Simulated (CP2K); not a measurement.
Consider benzonitrile at its PBE geometry (Å).

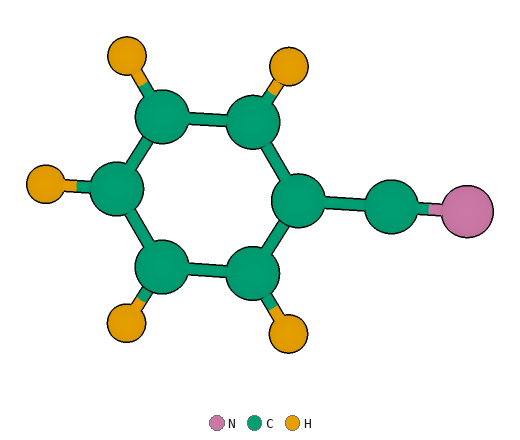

The molecule (nitrogen pink, carbon teal, hydrogen orange).

```xyz
13

N     3.6031    0.6442    0.0427
C     2.4549    0.4365    0.0274
C     1.0473    0.1855    0.0107
C     0.1424    1.2594    0.1027
C    -1.2287    1.0084    0.0871
C    -1.7039   -0.3031   -0.0188
C    -0.8043   -1.3703   -0.1098
C     0.5695   -1.1342   -0.0956
H     0.5235    2.2759    0.1858
H    -1.9291    1.8399    0.1582
H    -2.7771   -0.4922   -0.0313
H    -1.1752   -2.3913   -0.1931
H     1.2775   -1.9584   -0.1659
```

Method: CP2K XAS_TDP, all-electron GAPW, PBEh(45%), aug-cc-pVDZ, TDA, GW2X-corrected core level, no relativity.

Predict the bright core excitations at the N K edge.

Leading lines: N1 400.46 eV. The leading line of an atom is its first one with 35 % of the strongest within 2.5 eV of its lowest line over the strength cut. Core ionisation energies at this level: N1 406.02 eV.

The first six lines of each atom with a strength over 0.0015:

| atom | energy (eV) | states | strength, one atom | above the computed threshold |
| --- | --- | --- | --- | --- |
| N1 (bonded to C) | 400.46 | 1 | 0.0457 |  |
|  | 400.97 | 1 | 0.0554 |  |
|  | 405.11 | 1 | 0.0085 |  |
|  | 406.59 | 1 | 0.0062 | yes |
|  | 406.90 | 1 | 0.0023 | yes |
|  | 407.05 | 2 | 0.0036 | yes |

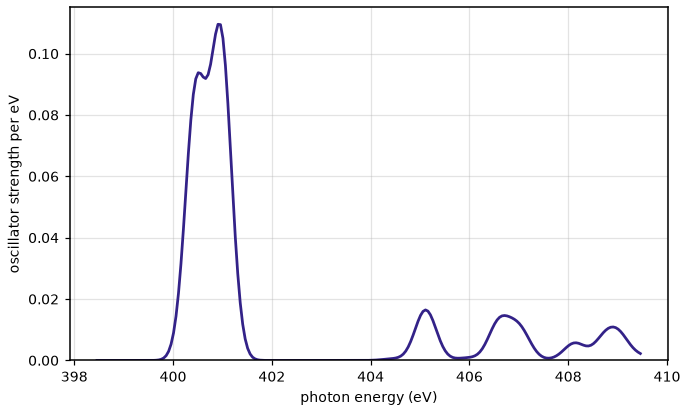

All atoms added, broadened by 0.5 eV.

Lines are vertical, at one geometry, with no vibrational structure. GW2X ionisation energies and lines can be off by 1 to 2 eV either way, and a good line position may hide errors that cancel. These values hold no scalar relativity, about 0.2 eV for N 1s. Rydberg lines, and the discretised continuum above threshold, depend on the basis and the box.

[Banner, clock and machine lines of the logs are left out without a mark of their own.]

[Logs are printed without paths, hosts, clocks, repeated set-up lines and the standing remarks that a program may print on its own settings, such as how far it seeks lower states.]

[Hosts, paths, dates, database ids (printed as entryN), source tags and the programs' standing remarks are cut or masked in the printed files.]
